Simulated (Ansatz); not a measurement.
# F₃H₃Si₂···HF: what the fields show

Input file:

```
crystal:
  periodic: [false, false, false]
  atoms:
    - { symbol: Si, position_ang: [-1.06737, 0.572487, 0.386555] }
    - { symbol: Si, position_ang: [0.450224, -1.091851, 0.279902] }
    - { symbol: F, position_ang: [-1.878894, 0.833797, -0.976389] }
    - { symbol: F, position_ang: [-2.183941, 0.245495, 1.505572] }
    - { symbol: F, position_ang: [-0.368398, 1.957863, 0.829084] }
    - { symbol: H, position_ang: [1.655155, 0.903405, -1.133401] }
    - { symbol: F, position_ang: [0.975112, 0.971143, -1.740747] }
    - { symbol: H, position_ang: [0.347714, -1.927017, 1.509815] }
    - { symbol: H, position_ang: [0.237723, -1.946408, -0.917442] }
    - { symbol: H, position_ang: [1.832475, -0.518912, 0.257151] }
basis:
  gaussian: { orbitals: def2-SVP }
hamiltonian:
  xc: b3lyp
  dispersion: d4
relax:
  f_tol: 0.03
  max_steps: 50
output:
  orbitals: {}
```

Launched as:

```sh
ansatz run input.yaml --threads 2 --pin off --max-ram 3072MiB --backend cpu --events-out ev --progress --plain --runs-dir out
```

The fields are those of the run's last geometry, not of the input's.

The calculation used RKS B3LYP-D4/def2-SVP (Ansatz 0.2.0).

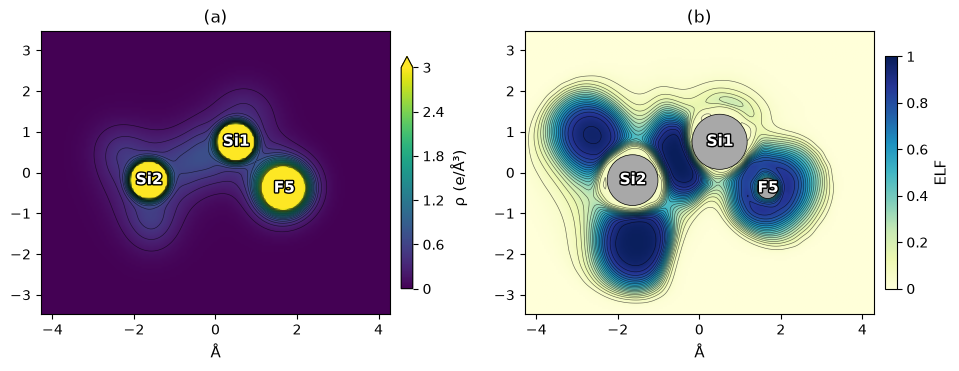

Figure 1. (a) total electron density; (b) ELF on the plane of atoms Si2, Si1 and F5. Grey discs cover the atomic cores in the ELF map.

Q: Read the bonding off the picture.

A: The section cuts through Si and F sites.
Si–Si (2.33 Å): the density is about 0.69 e/Å³ at the midpoint; the ELF peaks at about 1 between the atoms, as expected for a covalent bond.
The ELF also peaks beside F5, away from the bonds: lone-pair regions.

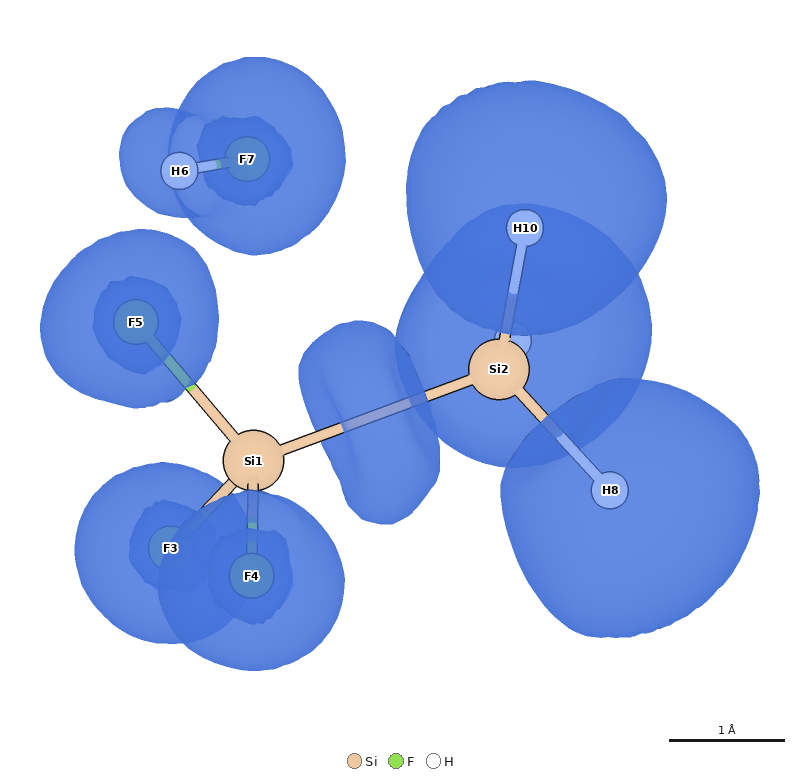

Figure 2. Isosurface of the electron localisation function at 0.75 (blue), seen at a tilt. Only the valence region is drawn (cores and ρ < 0.01 e/Å³ removed).

Q: Identify the bonds, lone pairs and shells in this picture.

A: At this value the surface marks out one region between bonded Si–Si atoms (shared pairs), three regions around hydrogen nuclei, three regions wrapped around F (its lone pairs, merged into a ring or cap) and one joined region spread over several atoms (F, H), in which their bonds and any lone pairs are merged. Along the contacts the grid gives the following. F5···H6 (1.81 Å): the ELF dips to about 0.10 between them; a closed-shell contact with the geometry of a hydrogen bond. Si–F (1.61 Å): the ELF peaks at about 0.85 in the valence shell of F, 0.6 Å from its nucleus, and is about 0.45 at the midpoint.

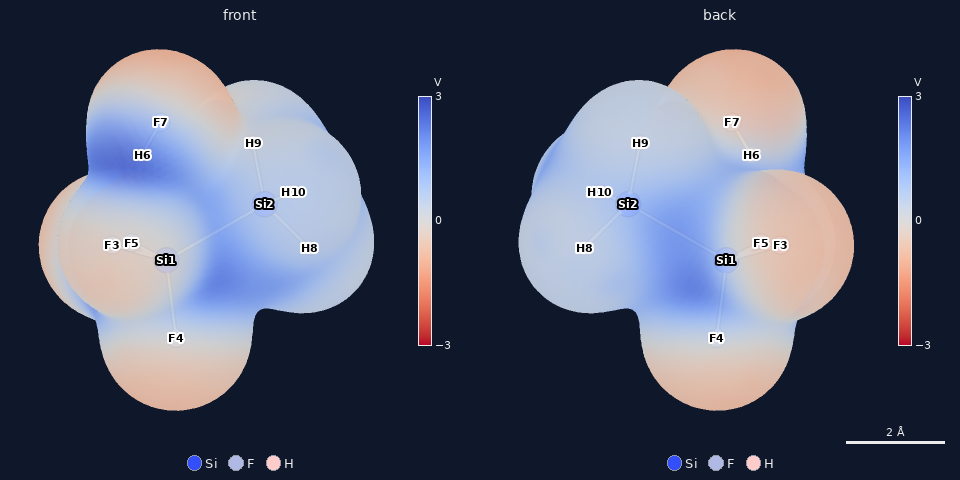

Figure 3. The molecular electrostatic potential painted on the density surface at 0.002 e/bohr³, seen from the front and from behind; red is negative and blue positive.

Q: Which sites attract a positive test charge, and which a negative one?

A: A positive charge is drawn to the negative regions and a negative charge to the positive ones. The most negative region (about −0.9 V) lies over F7, the most positive (about +2.4 V) over H6.
